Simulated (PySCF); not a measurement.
## Single-point calculation, with input and output: SiH (charge −1)

System: SiH, charge −1, multiplicity 3.
Method: ROHF/cc-pvtz-dk (PySCF 2.14.0).

Some settings of this run were made unusual or wrong on purpose.

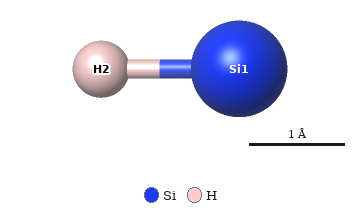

Figure 1. The structure as given in the input (ball-and-stick view, seen on its broad side; atoms are numbered from 1 in the order of the input). Bond lengths as drawn: H–Si 1.46 Å.

### Outcome

| quantity | value |
| --- | --- |
| outcome | converged |
| SCF energy | −289.878612 hartree |
| hardware | 1 CPU thread, shared host |
| wall time | 0.79 s |

Some settings of this run were drawn to be unusual or wrong. It converged; results that depend on the unusual settings are not reference values. Notes on the run: Invalid number of electrons.

### The input
```python
from pyscf import gto, scf

mol = gto.M(
    atom='Si 0 0 0; H 0 0 1.458',
    basis='cc-pvtz-dk',
    charge=-1,
    spin=2,
    verbose=4,
)
mf = scf.ROHF(mol)
mf = mf.sfx2c1e()
mf = scf.addons.smearing_(mf, sigma=0.05, method='fermi')
mf.kernel()
mf.dip_moment()
print('orbital energies (hartree):', mf.mo_energy[..., max(0, mol.nelec[1]-3):mol.nelec[0]+3].round(4))
```

Launched with:
```bash
OMP_NUM_THREADS=1 python input.py
```

### Output
```
PySCF version 2.14.0

[INPUT] verbose = 4
[INPUT] num. atoms = 2
[INPUT] num. electrons = 16
[INPUT] charge = -1
[INPUT] spin (= nelec alpha-beta = 2S) = 2
[INPUT] symmetry False subgroup None
[INPUT] Mole.unit = angstrom
[INPUT] Symbol           X                Y                Z      unit          X                Y                Z       unit  Magmom
[INPUT]  1 Si     0.000000000000   0.000000000000   0.000000000000 AA    0.000000000000   0.000000000000   0.000000000000 Bohr   0.0
[INPUT]  2 H      0.000000000000   0.000000000000   1.458000000000 AA    0.000000000000   0.000000000000   2.755220689616 Bohr   0.0

nuclear repulsion = 5.0812626562963
number of shells = 15
number of NR pGTOs = 75
number of NR cGTOs = 48
basis = cc-pvtz-dk
ecp = {}

******** <class 'pyscf.scf.smearing.SmearingsfX2C1eRHF'> ********
method = SmearingsfX2C1eRHF
initial guess = minao
damping factor = 0
level_shift factor = 0
DIIS = <class 'pyscf.scf.diis.CDIIS'>
diis_start_cycle = 1
diis_space = 8
diis_damp = 0
SCF conv_tol = 1e-09
SCF conv_tol_grad = None
SCF max_cycles = 50
direct_scf = True
direct_scf_tol = 1e-13

******** <class 'pyscf.x2c.sfx2c1e.SpinFreeX2CHelper'> ********
approx = 1e
xuncontract = 1

WARN: Invalid number of electrons 16 for RHF method.

Set gradient conv threshold to 3.16228e-05
Initial guess from minao.
init E= -289.775777249279
    sigma = 0.05  Optimized mu = -0.0638600220353  entropy = 3.16917544382
    Total E(T) = -289.85132095051  Free energy = -290.009779722701  E0 = -289.930550336605
cycle= 1 E= -289.85132095051  delta_E= -0.0755  |g|= 0.153  |ddm|= 0.925
    sigma = 0.05  Optimized mu = 0.14587879214  entropy = 2.98650212356
    Total E(T) = -289.87584318711  Free energy = -290.025168293288  E0 = -289.950505740199
cycle= 2 E= -289.87584318711  delta_E= -0.0245  |g|= 0.0713  |ddm|= 0.441
    sigma = 0.05  Optimized mu = 0.12257293585  entropy = 2.95385309025
    Total E(T) = -289.87838874382  Free energy = -290.026081398332  E0 = -289.952235071076
cycle= 3 E= -289.87838874382  delta_E= -0.00255  |g|= 0.0105  |ddm|= 0.122
    sigma = 0.05  Optimized mu = 0.123359566878  entropy = 2.95107111863
    Total E(T) = -289.878625835171  Free energy = -290.026179391102  E0 = -289.952402613137
cycle= 4 E= -289.878625835171  delta_E= -0.000237  |g|= 0.00239  |ddm|= 0.026
    sigma = 0.05  Optimized mu = 0.124038061901  entropy = 2.95138904165
    Total E(T) = -289.878615996378  Free energy = -290.026185448461  E0 = -289.952400722419
cycle= 5 E= -289.878615996378  delta_E= 9.84e-06  |g|= 0.000288  |ddm|= 0.00767
    sigma = 0.05  Optimized mu = 0.12407815141  entropy = 2.95148735682
    Total E(T) = -289.878611305622  Free energy = -290.026185673463  E0 = -289.952398489542
cycle= 6 E= -289.878611305622  delta_E= 4.69e-06  |g|= 5.74e-05  |ddm|= 0.00173
    sigma = 0.05  Optimized mu = 0.124075828089  entropy = 2.95146739259
    Total E(T) = -289.878612308818  Free energy = -290.026185678447  E0 = -289.952398993633
cycle= 7 E= -289.878612308818  delta_E= -1e-06  |g|= 2.77e-05  |ddm|= 0.00029
    sigma = 0.05  Optimized mu = 0.124075256741  entropy = 2.95147118748
    Total E(T) = -289.878612119244  Free energy = -290.026185678618  E0 = -289.952398898931
cycle= 8 E= -289.878612119244  delta_E= 1.9e-07  |g|= 4.33e-06  |ddm|= 4.42e-05
    sigma = 0.05  Optimized mu = 0.124074964127  entropy = 2.95147233277
    Total E(T) = -289.878612061994  Free energy = -290.026185678632  E0 = -289.952398870313
cycle= 9 E= -289.878612061994  delta_E= 5.73e-08  |g|= 6.9e-07  |ddm|= 1.22e-05
    sigma = 0.05  Optimized mu = 0.124075005813  entropy = 2.95147223818
    Total E(T) = -289.878612066723  Free energy = -290.026185678633  E0 = -289.952398872678
cycle= 10 E= -289.878612066723  delta_E= -4.73e-09  |g|= 1.03e-07  |ddm|= 3.43e-06
    sigma = 0.05  Optimized mu = 0.124074995092  entropy = 2.95147220724
    Total E(T) = -289.878612068271  Free energy = -290.026185678633  E0 = -289.952398873452
cycle= 11 E= -289.878612068271  delta_E= -1.55e-09  |g|= 3e-08  |ddm|= 9.94e-07
    sigma = 0.05  Optimized mu = 0.124074999511  entropy = 2.95147220946
    Total E(T) = -289.87861206816  Free energy = -290.026185678633  E0 = -289.952398873396
cycle= 12 E= -289.87861206816  delta_E= 1.11e-10  |g|= 1.27e-08  |ddm|= 8.56e-08
    sigma = 0.05  Optimized mu = 0.124075003463  entropy = 2.95147221251
    Total E(T) = -289.878612068007  Free energy = -290.026185678632  E0 = -289.95239887332
```

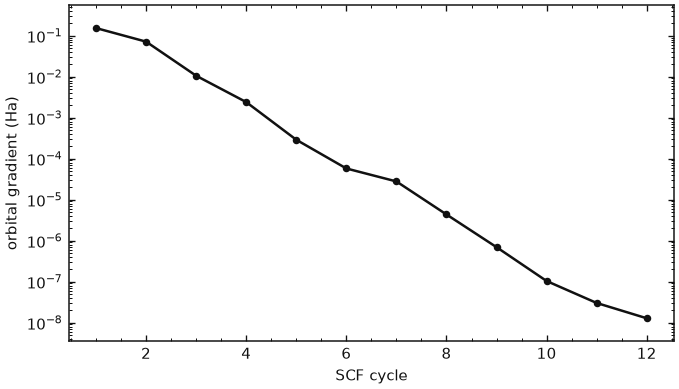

Figure 2. Convergence of the self-consistent field: orbital gradient against the SCF cycle. The residual falls at every step.

```
Extra cycle  E= -289.878612068007  delta_E= 1.53e-10  |g|= 3.29e-09  |ddm|= 4.24e-08
converged SCF energy = -289.878612068007
Dipole moment(X, Y, Z, Debye):  0.00000,  0.00000,  0.10776
orbital energies (hartree): [-3.9872 -0.3968 -0.1362  0.1244  0.1244  0.3714  0.4762  0.567 ]
```
